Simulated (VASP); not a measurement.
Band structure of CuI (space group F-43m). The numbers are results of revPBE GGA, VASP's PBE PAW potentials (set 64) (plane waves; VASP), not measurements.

Unless said otherwise, spin-orbit coupling is left out, though it shifts the bands of the heavy elements here.

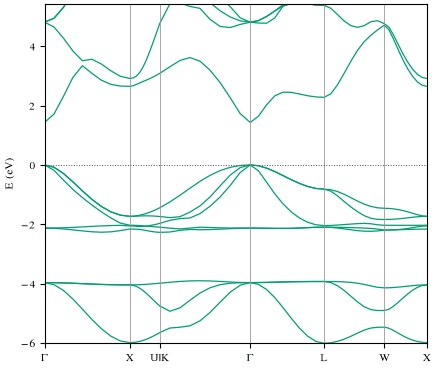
Figure. Bands along high-symmetry lines, zero at the valence-band maximum or, without a gap, the Fermi level

Problem. Read the plot: is there a gap, and where are the band edges?

Solution. The gap is direct, 1.43 eV, from the valence maximum at Γ to the conduction minimum at Γ.

The structure is a typed CuI crystal. The cell was not relaxed at this level. The run is one of a series of settings (NBANDS = 15 against the base run), some of them coarse on purpose.
